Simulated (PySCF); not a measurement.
**CrO₂Cl₂: structure of the singlet**

Aim: relax CrO₂Cl₂ as a singlet from a tetrahedral start, check by its vibrations whether the end is a minimum, and collect its spectrum and constants.

Program: PySCF 2.14.0. Level of theory: B3LYP, basis Cr def2-SVP, O def2-SVP, Cl def2-SVP, no relativity, density fitting. These are calculated values, not measurements.

### 1 Where the work starts

5 atoms, charge 0, spin multiplicity 1.

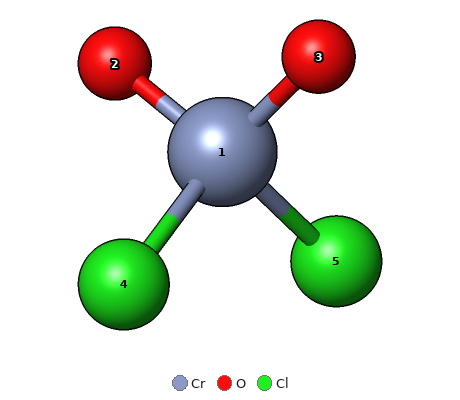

The starting geometry (chromium light blue, oxygen red, chlorine green); atoms are numbered from 1 in the order of the file.

Z-matrix (Å, degrees; charge 0 multiplicity 1):
```
Cr
O  1 1.6800
O  1 1.6800 2 109.48
Cl 1 2.2100 2 109.47 3 120.00
Cl 1 2.2100 2 109.47 3 -120.00
```

### 2 Tetrahedral start, singlet: relaxation

The steps below are one call of a driver around PySCF. For each, scf.py gives the equivalent set-up of the SCF; relaxations use the driver's own optimiser. Before each start the driver seeks the lowest SCF state from one or more starting densities and follows internal instabilities, so scf.py alone need not reach the same state.

The program finds C2v symmetry in the start, which this walk keeps. The walk stops when the largest gradient is under 0.0003 Eh/bohr and the energy has settled too.

Contents of scf.py:

```python
from pyscf import gto, scf, dft
mol = gto.M(atom='''
Cr     0.000000     0.000000    -0.378264
O      0.000000     1.371800    -1.348064
O     -0.000000    -1.371800    -1.348064
Cl     1.804600    -0.000000     0.897536
Cl    -1.804600     0.000000     0.897536''',
    basis={'Cr': 'def2-SVP', 'O': 'def2-SVP', 'Cl': 'def2-SVP'},
    charge=0, spin=0)
mf = dft.RKS(mol, xc='B3LYP')
mf.grids.atom_grid = (50, 194)
aux = {'Cr': 'def2-universal-JKFIT', 'O': 'def2-universal-JKFIT', 'Cl': 'def2-universal-JKFIT'}
mf = mf.density_fit(auxbasis=aux)
mf.kernel()
```

Steps of the walk:

| step | energy (Eh) | change (kJ/mol) | largest symmetric gradient (Eh/bohr) |
| --- | --- | --- | --- |
| 0 | -2114.857614 | 0.00 | 0.10178 |
| 1 | -2114.895929 | -100.60 | 0.02158 |
| 2 | -2114.897355 | -104.34 | 0.00633 |
| 3 | -2114.897510 | -104.75 | 0.00165 |
| 4 | -2114.897514 | -104.76 | 0.00043 |
| 5 | -2114.897514 | -104.76 | 0.00013 |

The walk needed 7.7 s of wall time on 4 threads, shared host.

Positions (Å) and forces (eV/Å) along the way:

```
step 0
Cr   0.000   0.000  -0.378   0.000   0.000  -5.234
O    0.000   1.372  -1.348   0.000  -4.869   3.448
O    0.000  -1.372  -1.348   0.000   4.869   3.448
Cl   1.805   0.000   0.898  -1.093   0.000  -0.832
Cl  -1.805   0.000   0.898   1.093   0.000  -0.832
step 1
Cr   0.000   0.000  -0.414   0.000   0.000   1.109
O    0.000   1.267  -1.290   0.000  -0.213  -0.076
O    0.000  -1.267  -1.290   0.000   0.213  -0.076
Cl   1.765   0.000   0.857  -0.514   0.000  -0.478
Cl  -1.765   0.000   0.857   0.514   0.000  -0.478
step 3
Cr   0.000   0.000  -0.378   0.000   0.000  -0.085
O    0.000   1.252  -1.275   0.000  -0.027   0.041
O    0.000  -1.252  -1.275   0.000   0.028   0.041
Cl   1.757   0.000   0.824   0.017   0.000   0.001
Cl  -1.757   0.000   0.824  -0.017   0.000   0.001
step 5
Cr   0.000   0.000  -0.378   0.000  -0.001   0.007
O    0.000   1.253  -1.273   0.000   0.001  -0.002
O    0.000  -1.253  -1.273   0.000   0.000  -0.002
Cl   1.759   0.000   0.822   0.002   0.000  -0.002
Cl  -1.759   0.000   0.822  -0.002   0.000  -0.002
```

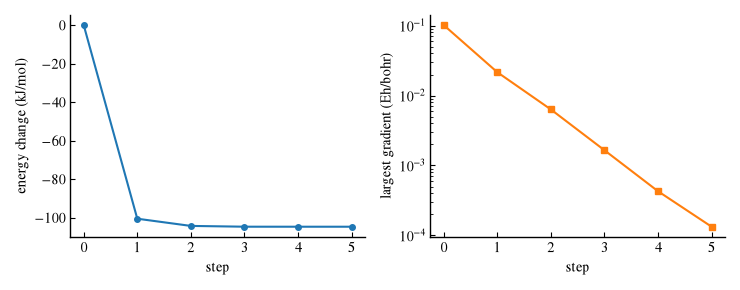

How energy and gradient fall.

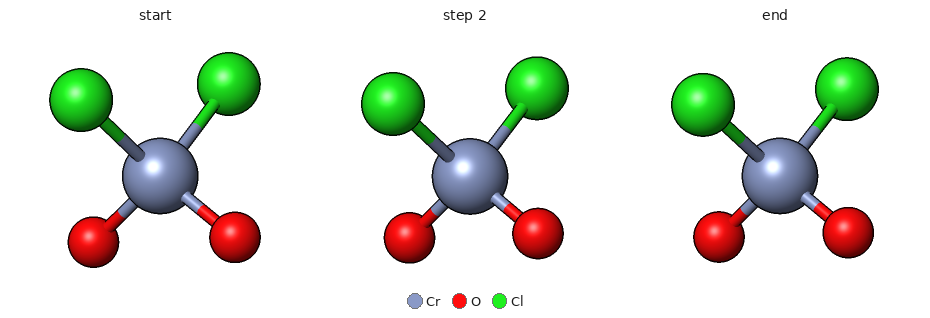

Start and end of the relaxation, with a step between.

After 5 steps and 104.8 kJ/mol it ends at C2v: Cr–Cl 2.129 Å (×2), Cr–O 1.539 Å (×2); Cl–Cr–Cl 111.4°, Cl–Cr–O 109.1° (×4), O–Cr–O 108.9°.

### 3 Hessian and properties

On the finer grid the gradient is checked again; gradients at displacements of ±0.01 bohr then give force constants and infrared intensities.

scf.py, as its differences from that of step 2:

```diff
@@ -3,5 +3,5 @@
-Cr     0.000000     0.000000    -0.378264
-O      0.000000     1.371800    -1.348064
-O     -0.000000    -1.371800    -1.348064
-Cl     1.804600    -0.000000     0.897536
-Cl    -1.804600     0.000000     0.897536''',
+Cr    -0.000000     0.000000    -0.358943
+O      0.000000     1.252173    -1.254049
+O     -0.000000    -1.252173    -1.254049
+Cl     1.759533    -0.000000     0.840194
+Cl    -1.759533     0.000000     0.840194''',
@@ -11 +11 @@
-mf.grids.atom_grid = (50, 194)
+mf.grids.atom_grid = (75, 302)
```

The driver hands on the density of the step before, so the log starts near convergence.

Log of the central SCF (cycles and frontier levels):

```text
init E= -2114.89760379991
  HOMO = -0.343412749810336  LUMO = -0.195333769263689  gap/eV = 4.02943
cycle= 1 E= -2114.89760374788  delta_E= 5.2e-08  |g|= 0.00052  |ddm|= 0.000396
  HOMO = -0.343418013457049  LUMO = -0.195318874636282  gap/eV = 4.02998
cycle= 2 E= -2114.89760267811  delta_E= 1.07e-06  |g|= 0.00236  |ddm|= 0.00179
  HOMO = -0.343415605481156  LUMO = -0.195330324190563  gap/eV = 4.02961
cycle= 3 E= -2114.89760380135  delta_E= -1.12e-06  |g|= 8.47e-05  |ddm|= 0.00146
  HOMO = -0.343414438059997  LUMO = -0.195328920490006  gap/eV = 4.02961
cycle= 4 E= -2114.89760380242  delta_E= -1.07e-09  |g|= 2.91e-05  |ddm|= 4.7e-05
  HOMO = -0.343414036006066  LUMO = -0.195330439783576  gap/eV = 4.02956
cycle= 5 E= -2114.89760380261  delta_E= -1.83e-10  |g|= 6.13e-07  |ddm|= 1.84e-05
  HOMO = -0.343414105490662  LUMO = -0.195330478603297  gap/eV = 4.02956
cycle= 6 E= -2114.89760380262  delta_E= -1.18e-11  |g|= 5.1e-08  |ddm|= 8.42e-07
  HOMO = -0.343414101650026  LUMO = -0.195330473137621  gap/eV = 4.02956
Extra cycle  E= -2114.89760380262  delta_E= -2.73e-12  |g|= 2.65e-07  |ddm|= 1.75e-07
converged SCF energy = -2114.89760380262
```

The whole step took 25 s.

Geometry: C2v; Cr–Cl 2.129 Å (×2), Cr–O 1.539 Å (×2); Cl–Cr–Cl 111.5°, Cl–Cr–O 109.1° (×4), O–Cr–O 108.9°.

Harmonic modes (main isotopes):

```csv
symmetry,ω (cm⁻¹),IR (km/mol),type
a1,143,0.0,bend
b2,230,0.8,bend
a2,248,0.0,bend
b1,285,0.1,bend
a1,372,5.9,mixed
a1,486,9.7,mixed
b1,499,97.3,mixed
a1,1137,88.8,stretch
b2,1140,130,stretch
```

All wavenumbers are real: a minimum.

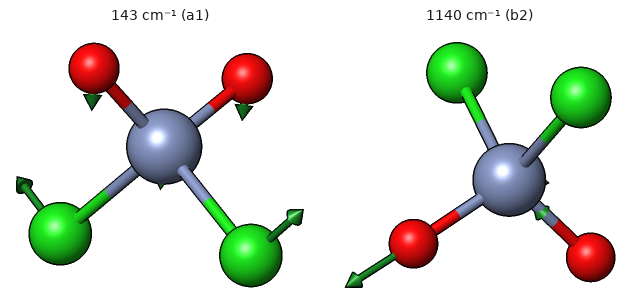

How the atoms move in 2 of the modes.

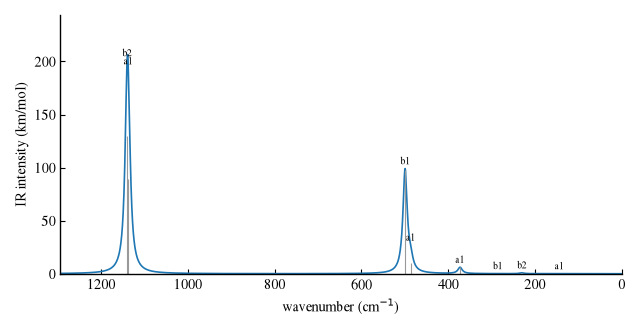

The harmonic infrared spectrum (widths in cm⁻¹). Lines are broadened to a width of 12 cm⁻¹ (Lorentzian).

Properties at this point:

```
Dipole moment                                                   : 0.67 D
Highest occupied level                                          : -9.34 eV
Lowest empty level                                              : -5.32 eV
Rotational constants                                            : 0.1077, 0.06321, 0.05221 cm⁻¹
Zero-point energy                                               : 27.2 kJ/mol
Principal polarisabilities                                      : 40.6, 51.0, 69.2 bohr³
Atomisation energy without zero-point energy                    : 1531 kJ/mol
Principal traceless quadrupole moments about the centre of mass : -1.54, -0.48, 2.02 D Å
Entropy at 298.15 K and 1 bar                                   : 326.3 J/(mol K)
Heat capacity Cp at 298.15 K                                    : 82.3 J/(mol K)
Enthalpy at 298.15 K above 0 K                                  : 17.63 kJ/mol
Rotational symmetry number                                      : 2
```

Charges (e) and bond orders:

```
 atom  Mulliken  Löwdin  polar tensor  Mayer order to Cr1
  Cr1      0.65   -0.27          1.58                   –
 O2,3     -0.26    0.00         -0.45                2.00
Cl4,5     -0.06    0.14         -0.34                1.23
```

Outer orbital energies (eV). occupied: -12.24, -11.42, -10.99, -10.43, -10.29, -9.49, -9.39, -9.34; empty: -5.32, -4.64, -4.41, -3.12.

Mulliken populations on Cr1: s 6.19, p 12.73, d 4.41, f 0.02.

### 4 Stability of the closed shell

At the lowest minimum the closed shell is tested against spin polarisation, on the (50, 194) grid. It is stable.

### 5 Summary of results

```
                                 quantity                                                                                       value
                                  minimum                                                                                singlet, C2v
                                 geometry  Cr–Cl 2.129 Å (×2), Cr–O 1.539 Å (×2); Cl–Cr–Cl 111.5°, Cl–Cr–O 109.1° (×4), O–Cr–O 108.9°
                       wavenumbers (cm⁻¹)  143 (a1), 230 (b2), 248 (a2), 285 (b1), 372 (a1), 486 (a1), 499 (b1), 1137 (a1), 1140 (b2)
                            dipole moment                                                                                      0.67 D
     highest occupied, lowest empty level                                                                             -9.34, -5.32 eV
               polar-tensor charge of Cr1                                                                                     +1.58 e
                        zero-point energy                                                                                 27.2 kJ/mol
                      entropy at 298.15 K                                                                             326.3 J/(mol K)
atomisation energy (no zero-point energy)                                                                                 1531 kJ/mol
```

In words: The tetrahedral start keeps its C2v symmetry and ends in a minimum. The strongest infrared band lies at 1140 cm⁻¹ (b2, stretch). Only this shape and spin were tried, so other structures or states may lie lower.

The search up to here took 40 s.
